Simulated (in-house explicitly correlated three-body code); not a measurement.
Two electrons around a point charge Z = 9.6. Computed variationally in 260 exponentially correlated functions with an in-house code, non-relativistic, converged to about 10⁻⁸ of the energy. The exact exchange and correlation energies are −5777 and −45.65 millihartree. Wanted, and plotted below: the errors of AM05, BP86, OLYP, PBEsol, RPBE and SCAN, evaluated on the exact density.

By the size of the summed error (millihartree): SCAN −2.4, BP86 +7.7, RPBE +13, OLYP +25, PBEsol +344, AM05 +505. Errors of exchange and correlation cancel by a quarter or more for SCAN (−4.0 and +1.7) and BP86 (+43 and −35).

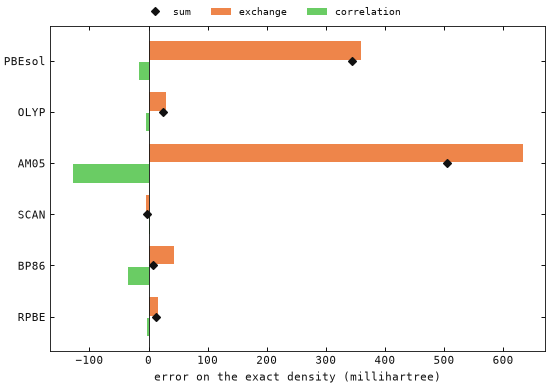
